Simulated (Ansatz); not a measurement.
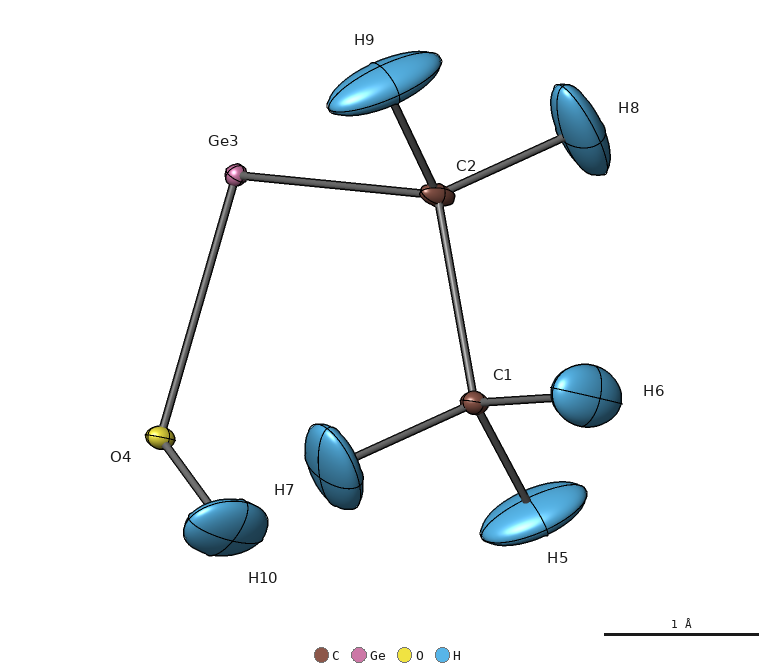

Displacement ellipsoids at the 50 % level, from the internal vibrations of the free molecule (harmonic, no overall translation or rotation; no half-axis is drawn under 0.075 Å). Vibrations computed with RKS PBE0-D4/def2-TZVP (Ansatz 0.2.0). Temperature: 100 K.

List U_eq and the three principal root-mean-square amplitudes for each kind of atom.

```csv
atom,U_eq (Å²),rms amplitudes (Å)
C1,0.0030,"0.034, 0.059, 0.065"
C2,0.0040,"0.038, 0.047, 0.092"
Ge3,0.00028,"0.009, 0.016, 0.022"
O4,0.0032,"0.035, 0.057, 0.071"
"H5, H7",0.0304,"0.082, 0.159, 0.243"
H6,0.0203,"0.090, 0.131, 0.188"
"H8, H9",0.0328,"0.087, 0.132, 0.271"
H10,0.0247,"0.079, 0.154, 0.209"
```
